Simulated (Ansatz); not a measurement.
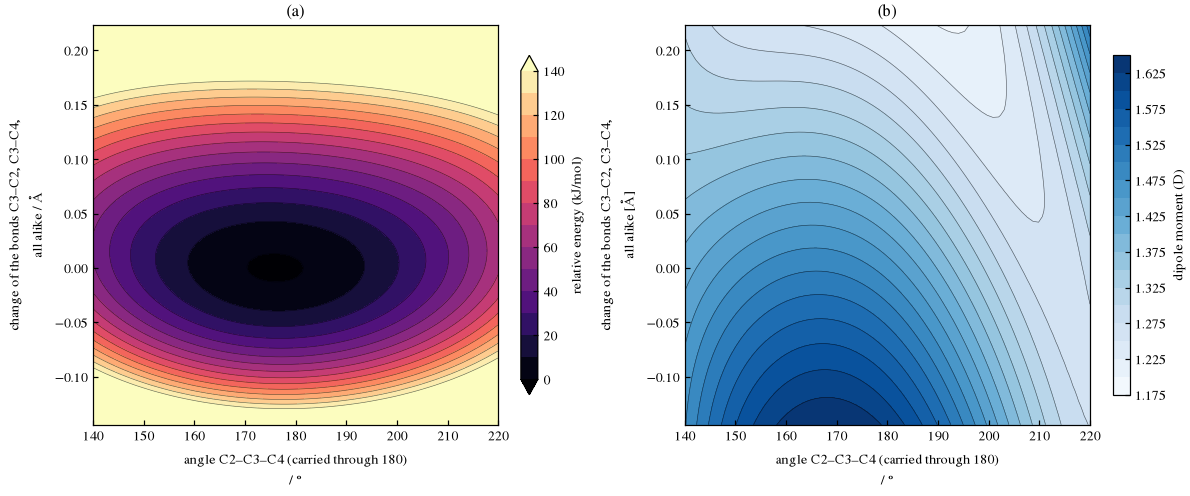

C₃H₄AlF, SMILES FC=C=[CH][AlH2]. The first coordinate is: angle C2–C3–C4 (carried through 180); the second: change of the bonds C3–C2, C3–C4, all alike. Nothing is relaxed (all other coordinates rigid). The grid has 15 × 15 points. Points are written as (first, second). Energies: kJ/mol, counted from the lowest grid point. Method: RKS PBE0-D4/def2-SVP (Ansatz 0.2.0).

Panel (a) is the energy; panel (b) is the computed dipole moment, in D.

Drawn: filled contours, one colour for all values above the top of the scale. Between grid points the surface is interpolated.

Q: How does the dipole moment vary over the map, and what is it at the lowest grid point?

A: Leaving out the highest fifth of the energies, it runs from 1.22 D at (197.1°, 0.171 Å) to 1.62 D at (168.6°, −0.118 Å). At the lowest grid point, (174.3°, 0.013 Å), it is 1.47 D.
